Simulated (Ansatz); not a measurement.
# C2H7NOSi (SMILES N[Si]1(O)CC1): B3LYP/def2-SVP

Aim: the energy change on altering one bond length of C2H7NOSi at B3LYP/def2-SVP, from 2 runs. 

The calculation is run with Ansatz 0.2.0.

72 further runs of the same task are left out: 72 set aside as unsound or not needed. Runs told in other sessions of the task aren't counted.

## 1. The molecule

C2H7NOSi: 12 atoms, total charge 0, spin state singlet. SMILES: `N[Si]1(O)CC1`. The coordinates come from a PBE0-D4/def2-TZVP relaxation. This is one conformer, not always the lowest.

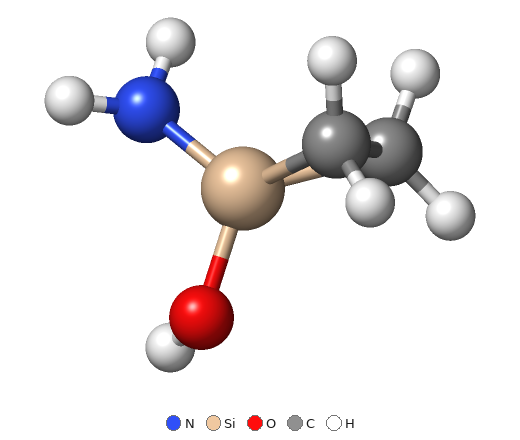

The structure, seen from a chosen angle (nitrogen blue, silicon light orange, oxygen red, carbon grey, hydrogen white).

## 2. A single-point energy at B3LYP/def2-SVP

The input, in.yaml:

```yaml
crystal:
  periodic: [false, false, false]
  atoms:
    - symbol: N
      position_ang: [-1.526600, -0.226600, 1.088800]
    - symbol: Si
      position_ang: [0.054700, -0.215700, 0.451700]
    - symbol: O
      position_ang: [1.088500, -0.992400, 1.459500]
    - symbol: C
      position_ang: [0.802600, 1.075400, -0.583000]
    - symbol: C
      position_ang: [0.278500, -0.220100, -1.352700]
    - symbol: H
      position_ang: [-1.738500, 0.210300, 1.971300]
    - symbol: H
      position_ang: [-2.314600, -0.202800, 0.463100]
    - symbol: H
      position_ang: [0.770000, -1.825800, 1.812300]
    - symbol: H
      position_ang: [0.262900, 1.988900, -0.815300]
    - symbol: H
      position_ang: [1.878900, 1.218600, -0.612900]
    - symbol: H
      position_ang: [-0.543500, -0.047500, -2.042300]
    - symbol: H
      position_ang: [1.064100, -0.817500, -1.806500]
basis:
  gaussian:
    orbitals: def2-SVP
hamiltonian:
  xc: {name: B3LYP}
accuracy: high
output: {orbitals: {seedname: orbitals}}
```

On the command line:

```
$ ansatz run in.yaml --threads 1 --pin off --max-ram 2610MiB --events-out events.jsonl --progress --plain --runs-dir runs
```

The program printed:

```text
Warning: RAYON_NUM_THREADS=1 ignored (pool sized by the plan → 1); use --threads N
Functional definition: B3LYP
  name "B3LYP"
  parameter a0 = 0.2
  parameter ax = 0.72
  parameter ac = 0.81
  exchange = (1 - a0 - ax)*slater_x + ax*b88_x + a0*exact_x
  correlation = (1 - ac)*vwn_rpa_c + ac*lyp_c
2571 factors; integrals over basis functions are off by at most 5.9e-9 eV
mean field evaluation 1: about -13581.9015 eV, gradient 8.5e1 eV
mean field evaluation 2: about -13570.1146 eV, gradient 1.1e2 eV
mean field evaluation 4: about -13597.0180 eV, gradient 4.8e0 eV
mean field evaluation 8: about -13597.2830 eV, gradient 1.8e-1 eV
mean field evaluation 16: about -13597.2831 eV, gradient 3.7e-5 eV
mean field -13597.28312865 eV, -499.6909384083 hartree, gradient 3.6e-8 eV, S^2 0.000000; 0 other end points of the search recorded, 0 dependent functions left out
reference -13597.28317250 eV, -499.6909400197 hartree; 24, 24 occupied and 85, 85 virtual orbitals, 2571 factors
Total energy: -13597.28317250 eV, -499.6909400197 hartree
```

Run time: 14 s. Hardware: 1 thread of Arm Neoverse V1, shared host; peak memory 0.43 GiB.

## 3. The distorted shape, same level

The input, molecule.yaml:

```yaml
crystal:
  periodic: [false, false, false]
  atoms:
    - symbol: N
      position_ang: [-1.463040, -0.357649, 0.824093]
    - symbol: Si
      position_ang: [0.118260, -0.346749, 0.186993]
    - symbol: O
      position_ang: [1.152060, -1.123449, 1.194793]
    - symbol: C
      position_ang: [0.866160, 0.944351, -0.847707]
    - symbol: C
      position_ang: [0.342060, -0.351149, -1.617407]
    - symbol: H
      position_ang: [-1.738500, 0.210300, 1.971300]
    - symbol: H
      position_ang: [-2.251040, -0.333849, 0.198393]
    - symbol: H
      position_ang: [0.833560, -1.956849, 1.547593]
    - symbol: H
      position_ang: [0.326460, 1.857851, -1.080007]
    - symbol: H
      position_ang: [1.942460, 1.087551, -0.877607]
    - symbol: H
      position_ang: [-0.479940, -0.178549, -2.307007]
    - symbol: H
      position_ang: [1.127660, -0.948549, -2.071207]
basis:
  gaussian: {orbitals: def2-SVP}
output: {orbitals: {seedname: orbitals}}
accuracy: high
hamiltonian: {xc: {name: B3LYP}}
```

On the command line:

```
$ ansatz run molecule.yaml --threads 1 --pin off --max-ram 2610MiB --events-out events.jsonl --progress --plain --runs-dir runs
```

The program printed:

```text
Warning: RAYON_NUM_THREADS=1 ignored (pool sized by the plan → 1); use --threads N
Functional definition: B3LYP
  name "B3LYP"
  parameter a0 = 0.2
  parameter ax = 0.72
  parameter ac = 0.81
  exchange = (1 - a0 - ax)*slater_x + ax*b88_x + a0*exact_x
  correlation = (1 - ac)*vwn_rpa_c + ac*lyp_c
2571 factors; integrals over basis functions are off by at most 7.9e-9 eV
mean field evaluation 1: about -13580.5845 eV, gradient 8.5e1 eV
mean field evaluation 2: about -13565.5032 eV, gradient 1.1e2 eV
mean field evaluation 4: about -13595.9417 eV, gradient 3.7e0 eV
mean field evaluation 8: about -13596.1846 eV, gradient 2.9e-1 eV
mean field evaluation 16: about -13596.1848 eV, gradient 1.1e-4 eV
mean field -13596.18484979 eV, -499.6505774047 hartree, gradient 3.1e-8 eV, S^2 0.000000; 0 other end points of the search recorded, 0 dependent functions left out
reference -13596.18489517 eV, -499.6505790724 hartree; 24, 24 occupied and 85, 85 virtual orbitals, 2571 factors
Total energy: -13596.18489517 eV, -499.6505790724 hartree
```

Run time: 14 s. Hardware: 1 thread of Arm Neoverse V1, shared host; peak memory 0.42 GiB.

## 4. Summary of results

At B3LYP/def2-SVP:

| quantity | value |
| --- | --- |
| first shape: total energy | -499.69094 Eh |
| first shape: HOMO energy | -6.04 eV |
| first shape: LUMO energy | 0.82 eV |
| first shape: HOMO–LUMO gap | 6.86 eV |
| distorted shape: total energy | -499.65058 Eh |
| distorted shape: HOMO energy | -6.04 eV |
| distorted shape: LUMO energy | -0.23 eV |
| distorted shape: HOMO–LUMO gap | 5.81 eV |
| energy change with the N1–H6 bond stretched from 1.007 to 1.309 Å | 1.098 eV |

**Reading.** With the N1–H6 bond stretched from 1.007 to 1.309 Å the energy rises by 1.10 eV (106 kJ/mol). The first shape isn't relaxed at this level, so the change isn't measured from a minimum.
